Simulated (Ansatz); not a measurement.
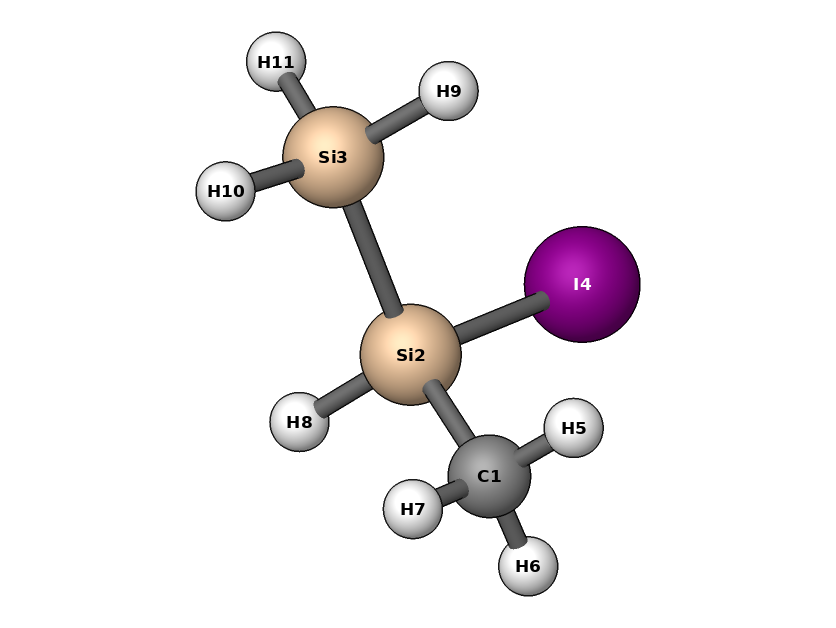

The questions are on Mulliken charges. Computed geometry: PBE-D4/def2-SVP optimisation. No frequency run is at hand to confirm it as a minimum. Method: RKS PBE-D4/def2-SVP, core potentials on I (Ansatz 0.2.0).

Give the Mulliken charges atom by atom.

```
atom  value (e)
  C1      −0.26
 Si2       0.16
 Si3       0.14
  I4      −0.17
  H5       0.08
  H6       0.08
  H7       0.08
  H8      −0.01
  H9      −0.03
 H10      −0.04
 H11      −0.03
```

Mulliken values depend strongly on the basis set and can even reverse the polarity of a bond.
